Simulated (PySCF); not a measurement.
# C₆H₁₀N₂Si+ (doublet): open-shell or spin-flip excitations

What do calculations give for the open-shell or spin-flip excitations of C₆H₁₀N₂Si+ (doublet) (`[NH2+]c1cccc(N[SiH3])c1`)?

Computed with PySCF 2.14.0 and routines of our own; the level stands in each step. Atoms count from 0.

## 1. The starting structure

19 atoms, charge 1, multiplicity 2; geometry from: GFN2-xTB.

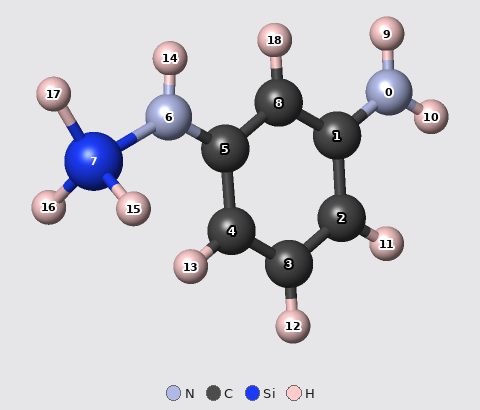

The starting geometry (nitrogen light blue, carbon dark grey, silicon blue, hydrogen pink).

## 2. Open-shell or spin-flip excitations: unrestricted TDA CAM-B3LYP/def2-SVP

The job: settings as JSON, then the geometry in Å.

```
{"job": {"kind": "uabs", "xc": "CAM-B3LYP", "basis": "def2-SVP", "nstates": 10, "tda": true}, "charge": 1, "multiplicity": 2}
N     -3.075107    -0.982138     0.382714
C     -1.914749    -0.312872     0.275439
C     -1.909287     1.102340     0.454651
C     -0.728185     1.813643     0.355043
C      0.457684     1.163921     0.080625
C      0.479606    -0.250990    -0.111389
N      1.641956    -0.872548    -0.385609
Si     3.292434    -0.223295    -0.576638
C     -0.716394    -0.962197    -0.008717
H     -3.108204    -1.980409     0.255150
H     -3.933218    -0.499543     0.592773
H     -2.837366     1.609422     0.669705
H     -0.734077     2.883373     0.492990
H      1.381656     1.713682     0.008876
H      1.536525    -1.873032    -0.499030
H      3.611329     0.408783     0.702054
H      3.211087     0.734110    -1.677934
H      4.048157    -1.429906    -0.868726
H     -0.713652    -2.033093    -0.149440
```

Method: unrestricted TDA CAM-B3LYP/def2-SVP, vertical, gas phase, core orbitals frozen in the response.

Started as:

```sh
OMP_NUM_THREADS=1 python excited_run.py task.json out
```

This one command runs all jobs of the session in turn.

The log of the run:

```text
coarse grid: 16464 points
cycle   1  E = -632.7537928494  dE =  1.940e+00  |g| = 2.593e-01  |ddm| = 3.839e+00
cycle   2  E = -632.7771332570  dE = -2.334e-02  |g| = 2.071e-01  |ddm| = 7.670e-01
cycle   3  E = -632.7951155035  dE = -1.798e-02  |g| = 6.094e-02  |ddm| = 2.246e-01
cycle   4  E = -632.7969348971  dE = -1.819e-03  |g| = 3.212e-02  |ddm| = 9.106e-02
cycle   5  E = -632.7975661935  dE = -6.313e-04  |g| = 8.249e-03  |ddm| = 4.014e-02
cycle   6  E = -632.7977204840  dE = -1.543e-04  |g| = 5.380e-03  |ddm| = 2.151e-02
cycle   7  E = -632.7977979161  dE = -7.743e-05  |g| = 3.112e-03  |ddm| = 1.839e-02
cycle   8  E = -632.7978232019  dE = -2.529e-05  |g| = 1.744e-03  |ddm| = 1.070e-02
cycle   9  E = -632.7978320755  dE = -8.874e-06  |g| = 1.091e-03  |ddm| = 5.646e-03
final grid: 154880 points
cycle  10  E = -632.8941423107  dE = -3.952e-05  |g| = 2.491e-03  |ddm| = 2.600e-02
cycle  11  E = -632.8941463068  dE = -3.996e-06  |g| = 2.293e-03  |ddm| = 6.714e-03
cycle  12  E = -632.8941494258  dE = -3.119e-06  |g| = 5.621e-04  |ddm| = 2.375e-03
cycle  13  E = -632.8941509658  dE = -1.540e-06  |g| = 6.439e-04  |ddm| = 2.201e-03
cycle  14  E = -632.8941527110  dE = -1.745e-06  |g| = 3.745e-04  |ddm| = 2.795e-03
cycle  15  E = -632.8941547265  dE = -2.015e-06  |g| = 3.180e-04  |ddm| = 5.252e-03
cycle  16  E = -632.8941552800  dE = -5.535e-07  |g| = 7.899e-05  |ddm| = 3.273e-03
cycle  17  E = -632.8941553319  dE = -5.189e-08  |g| = 6.062e-05  |ddm| = 8.034e-04
cycle  18  E = -632.8941553483  dE = -1.637e-08  |g| = 2.794e-05  |ddm| = 4.772e-04
cycle  19  E = -632.8941553514  dE = -3.187e-09  |g| = 1.466e-05  |ddm| = 1.757e-04
cycle  20  E = -632.8941553523  dE = -8.847e-10  |g| = 6.891e-06  |ddm| = 1.146e-04
converged SCF energy = -632.8941553523

Static polarisability (au): isotropic 120.027, principal 52.710 95.399 211.973

<S^2> of the reference = 0.7843 (exact 0.7500)

Excitations
state   eV       nm        f      <S^2>   main configurations
  1   1.1379   1089.6   0.02783   0.862   Hb->Lb 0.93
  2   3.1210    397.3   0.08554   0.856   H-1b->Lb 0.80
  3   4.3178    287.1   0.00107   2.048   Hb->L+1b 0.26, Ha->L+1a 0.19, H-2b->Lb 0.19, Ha->La 0.10
  4   4.6074    269.1   0.00011   0.814   H-4b->Lb 0.74, H-3b->Lb 0.21
  5   4.6810    264.9   0.02139   1.611   H-2b->Lb 0.47, Ha->La 0.17, Hb->L+1b 0.12
  6   4.9708    249.4   0.02729   2.265   Ha->L+1a 0.28, Ha->La 0.28, Hb->L+2b 0.24
  7   5.1035    242.9   0.00000   0.816   H-6b->Lb 0.72, H-7b->Lb 0.15, H-3b->Lb 0.09
  8   5.2654    235.5   0.03886   0.947   H-1a->La 0.45, Hb->L+2b 0.17, H-1a->L+1a 0.15, H-5b->Lb 0.10
  9   5.5155    224.8   0.02966   0.960   H-1a->L+1a 0.33, H-2b->Lb 0.15, H-5b->Lb 0.13, Hb->L+2b 0.12
 10   5.5684    222.7   0.00113   0.835   H-3b->Lb 0.68, H-4b->Lb 0.20
```

It took 1.8 min on 1 thread of Arm Neoverse V1, shared host; peak memory 0.81 GiB.

From this job:

```
quantity  value
    ⟨S²⟩  0.784
```

Löwdin spin populations:

N0 0.14; C1 0.02; C2 0.42; C3 -0.14; C4 0.41; C5 0.02; N6 0.15; Si7 0.00; C8 -0.03; H9 0.00; H10 0.00; H11 0.00; H12 0.00; H13 0.00; H14 0.00; H15 0.00; H16 0.00; H17 0.00; H18 0.00

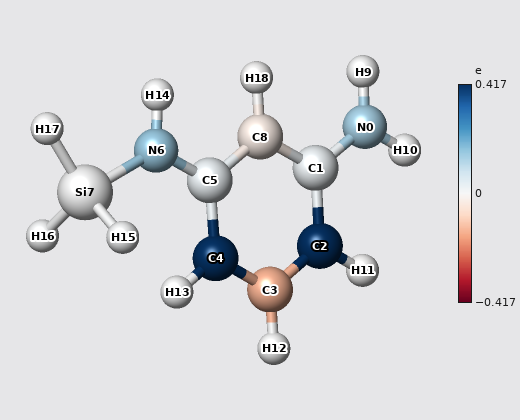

Löwdin spin populations, as colours on the atoms.

## 3. Open-shell or spin-flip excitations: unrestricted TDA CAM-B3LYP/def2-SVP in tetrahydrofuran

Settings changed since step 2:

```diff
@@ -1,2 +1,2 @@
-{"job": {"kind": "uabs", "xc": "CAM-B3LYP", "basis": "def2-SVP", "nstates": 10, "tda": true}, "charge": 1, "multiplicity": 2}
+{"job": {"kind": "uabs", "xc": "CAM-B3LYP", "basis": "def2-SVP", "nstates": 10, "tda": true, "solvent": "tetrahydrofuran", "pol": false}, "charge": 1, "multiplicity": 2}
 N     -3.075107    -0.982138     0.382714
```

Method: unrestricted TDA CAM-B3LYP/def2-SVP, vertical, IEF-PCM tetrahydrofuran (non-equilibrium linear response), core orbitals frozen in the response.

The log of the run:

```text
coarse grid: 16464 points
cycle   1  E = -632.8266212642  dE =  1.867e+00  |g| = 2.549e-01  |ddm| = 3.851e+00
cycle   2  E = -632.8496910983  dE = -2.307e-02  |g| = 1.970e-01  |ddm| = 6.368e-01
cycle   3  E = -632.8662782593  dE = -1.659e-02  |g| = 5.170e-02  |ddm| = 2.024e-01
cycle   4  E = -632.8677086035  dE = -1.430e-03  |g| = 2.444e-02  |ddm| = 7.499e-02
cycle   5  E = -632.8680946941  dE = -3.861e-04  |g| = 7.628e-03  |ddm| = 2.991e-02
cycle   6  E = -632.8682205663  dE = -1.259e-04  |g| = 4.295e-03  |ddm| = 1.877e-02
cycle   7  E = -632.8682717085  dE = -5.114e-05  |g| = 2.073e-03  |ddm| = 1.558e-02
cycle   8  E = -632.8682807555  dE = -9.047e-06  |g| = 1.077e-03  |ddm| = 6.234e-03
final grid: 154880 points
cycle   9  E = -632.9645327642  dE = -3.718e-05  |g| = 3.101e-03  |ddm| = 2.687e-02
cycle  10  E = -632.9645339755  dE = -1.211e-06  |g| = 3.256e-03  |ddm| = 6.038e-03
cycle  11  E = -632.9645384182  dE = -4.443e-06  |g| = 4.590e-04  |ddm| = 2.459e-03
cycle  12  E = -632.9645387792  dE = -3.611e-07  |g| = 3.164e-04  |ddm| = 9.653e-04
cycle  13  E = -632.9645391525  dE = -3.732e-07  |g| = 1.755e-04  |ddm| = 1.236e-03
cycle  14  E = -632.9645395069  dE = -3.544e-07  |g| = 1.367e-04  |ddm| = 1.845e-03
cycle  15  E = -632.9645396001  dE = -9.317e-08  |g| = 7.527e-05  |ddm| = 7.473e-04
cycle  16  E = -632.9645396691  dE = -6.905e-08  |g| = 7.537e-05  |ddm| = 7.340e-04
cycle  17  E = -632.9645397211  dE = -5.202e-08  |g| = 3.940e-05  |ddm| = 8.340e-04
cycle  18  E = -632.9645397383  dE = -1.712e-08  |g| = 2.442e-05  |ddm| = 5.268e-04
cycle  19  E = -632.9645397428  dE = -4.539e-09  |g| = 7.908e-06  |ddm| = 3.611e-04
cycle  20  E = -632.9645397430  dE = -1.796e-10  |g| = 5.328e-06  |ddm| = 3.441e-05
converged SCF energy = -632.9645397430

<S^2> of the reference = 0.7849 (exact 0.7500)

Excitations
state   eV       nm        f      <S^2>   main configurations
  1   1.1015   1125.6   0.03367   0.862   Hb->Lb 0.94
  2   3.1168    397.8   0.10080   0.849   H-1b->Lb 0.83
  3   4.3211    286.9   0.00089   2.199   Hb->L+1b 0.30, Ha->La 0.19, Ha->L+1a 0.14, H-2b->Lb 0.13
  4   4.6104    268.9   0.00005   0.813   H-4b->Lb 0.70, H-3b->Lb 0.27
  5   4.7626    260.3   0.02353   1.482   H-2b->Lb 0.50, Ha->La 0.14, Hb->L+1b 0.08
  6   4.9451    250.7   0.04343   2.299   Ha->L+1a 0.41, Hb->L+2b 0.22, Ha->La 0.20
  7   5.0989    243.2   0.00004   0.815   H-6b->Lb 0.74, H-7b->Lb 0.15
  8   5.2429    236.5   0.05156   0.922   H-1a->La 0.45, H-1a->L+1a 0.19, Hb->L+2b 0.17
  9   5.5943    221.6   0.08308   0.931   H-1a->L+1a 0.29, H-1a->La 0.17, H-2b->Lb 0.16, Hb->L+1b 0.14
 10   5.9641    207.9   0.00285   0.841   H-3b->Lb 0.63, H-4b->Lb 0.24
```

Run time: 81 s. Hardware: 1 thread of Arm Neoverse V1, shared host; peak memory 0.99 GiB.

Key values:

```
quantity  value
    ⟨S²⟩  0.785
```

## 4. Open-shell or spin-flip excitations: unrestricted TDA CAM-B3LYP/def2-SVP

Settings changed since step 3:

```diff
@@ -1,2 +1,2 @@
-{"job": {"kind": "uabs", "xc": "CAM-B3LYP", "basis": "def2-SVP", "nstates": 10, "tda": true, "solvent": "tetrahydrofuran", "pol": false}, "charge": 1, "multiplicity": 2}
+{"job": {"kind": "uabs", "xc": "CAM-B3LYP", "basis": "def2-SVP", "nstates": 15, "tda": true, "grid": 4}, "charge": 1, "multiplicity": 2}
 N     -3.075107    -0.982138     0.382714
```

Method: unrestricted TDA CAM-B3LYP/def2-SVP, vertical, gas phase, core orbitals frozen in the response.

The log of the run:

```text
coarse grid: 16464 points
cycle   1  E = -632.7537928494  dE =  1.940e+00  |g| = 2.593e-01  |ddm| = 3.839e+00
cycle   2  E = -632.7771332570  dE = -2.334e-02  |g| = 2.071e-01  |ddm| = 7.670e-01
cycle   3  E = -632.7951155035  dE = -1.798e-02  |g| = 6.094e-02  |ddm| = 2.246e-01
cycle   4  E = -632.7969348971  dE = -1.819e-03  |g| = 3.212e-02  |ddm| = 9.106e-02
cycle   5  E = -632.7975661935  dE = -6.313e-04  |g| = 8.249e-03  |ddm| = 4.014e-02
cycle   6  E = -632.7977204840  dE = -1.543e-04  |g| = 5.380e-03  |ddm| = 2.151e-02
cycle   7  E = -632.7977979161  dE = -7.743e-05  |g| = 3.112e-03  |ddm| = 1.839e-02
cycle   8  E = -632.7978232019  dE = -2.529e-05  |g| = 1.744e-03  |ddm| = 1.070e-02
cycle   9  E = -632.7978320755  dE = -8.874e-06  |g| = 1.091e-03  |ddm| = 5.646e-03
final grid: 413400 points
cycle  10  E = -632.8941377255  dE = -3.954e-05  |g| = 2.492e-03  |ddm| = 2.608e-02
cycle  11  E = -632.8941417273  dE = -4.002e-06  |g| = 2.295e-03  |ddm| = 6.720e-03
cycle  12  E = -632.8941448504  dE = -3.123e-06  |g| = 5.625e-04  |ddm| = 2.376e-03
cycle  13  E = -632.8941463937  dE = -1.543e-06  |g| = 6.440e-04  |ddm| = 2.203e-03
cycle  14  E = -632.8941481431  dE = -1.749e-06  |g| = 3.745e-04  |ddm| = 2.800e-03
cycle  15  E = -632.8941501618  dE = -2.019e-06  |g| = 3.182e-04  |ddm| = 5.257e-03
cycle  16  E = -632.8941507157  dE = -5.540e-07  |g| = 7.894e-05  |ddm| = 3.275e-03
cycle  17  E = -632.8941507675  dE = -5.180e-08  |g| = 6.066e-05  |ddm| = 8.024e-04
cycle  18  E = -632.8941507839  dE = -1.636e-08  |g| = 2.793e-05  |ddm| = 4.769e-04
cycle  19  E = -632.8941507871  dE = -3.191e-09  |g| = 1.465e-05  |ddm| = 1.758e-04
cycle  20  E = -632.8941507879  dE = -8.756e-10  |g| = 6.894e-06  |ddm| = 1.146e-04
converged SCF energy = -632.8941507879

Static polarisability (au): isotropic 120.027, principal 52.710 95.399 211.972

<S^2> of the reference = 0.7843 (exact 0.7500)

Excitations
state   eV       nm        f      <S^2>   main configurations
  1   1.1379   1089.6   0.02783   0.862   Hb->Lb 0.93
  2   3.1210    397.3   0.08554   0.856   H-1b->Lb 0.80
  3   4.3178    287.1   0.00106   2.048   Hb->L+1b 0.26, Ha->L+1a 0.19, H-2b->Lb 0.19, Ha->La 0.10
  4   4.6074    269.1   0.00011   0.814   H-4b->Lb 0.74, H-3b->Lb 0.21
  5   4.6810    264.9   0.02140   1.612   H-2b->Lb 0.47, Ha->La 0.17, Hb->L+1b 0.12
  6   4.9708    249.4   0.02729   2.265   Ha->L+1a 0.28, Ha->La 0.28, Hb->L+2b 0.24
  7   5.1035    242.9   0.00000   0.816   H-6b->Lb 0.72, H-7b->Lb 0.15, H-3b->Lb 0.09
  8   5.2654    235.5   0.03885   0.947   H-1a->La 0.45, Hb->L+2b 0.17, H-1a->L+1a 0.15, H-5b->Lb 0.10
  9   5.5155    224.8   0.02966   0.960   H-1a->L+1a 0.33, H-2b->Lb 0.15, H-5b->Lb 0.13, Hb->L+2b 0.12
 10   5.5684    222.7   0.00113   0.835   H-3b->Lb 0.68, H-4b->Lb 0.20
 11   5.9846    207.2   0.02264   1.030   H-5b->Lb 0.35, Hb->L+1b 0.21, H-1a->La 0.10
 12   6.0568    204.7   0.00084   0.855   H-7b->Lb 0.72, H-6b->Lb 0.14
 13   6.2535    198.3   0.19730   1.153   H-8b->Lb 0.21, Hb->L+1b 0.19, H-1a->La 0.12
 14   6.3992    193.7   0.19163   1.103   H-8b->Lb 0.31, H-5b->Lb 0.19, Ha->L+1a 0.11
 15   6.7749    183.0   0.19138   2.201   H-1b->L+1b 0.31, Ha->La 0.12, H-2a->La 0.11, H-2a->L+1a 0.09
```

It took 2.6 min on 1 thread of Arm Neoverse V1, shared host; peak memory 0.83 GiB.

From this job:

```
quantity  value
    ⟨S²⟩  0.784
```

## 5. Outcome

| quantity | value |
| --- | --- |
| lowest and brightest state of nearly pure spin, of 10 (step 2, unrestricted TDA CAM-B3LYP/def2-SVP) | 1.14 eV; 3.12 eV, f = 0.086 |
| lowest and brightest state of nearly pure spin, of 10 (step 3, unrestricted TDA CAM-B3LYP/def2-SVP in tetrahydrofuran) | 1.10 eV; 3.12 eV, f = 0.101 |
| lowest and brightest state of nearly pure spin, of 15 (step 4, unrestricted TDA CAM-B3LYP/def2-SVP) | 1.14 eV; 3.12 eV, f = 0.086 |

**Reading.** States whose ⟨S²⟩ lies well above the reference's are mixtures of spin states, an artefact of the unrestricted response, and are left out of the summary. The lowest state of nearly pure spin runs from 1.10 to 1.14 eV over the runs.
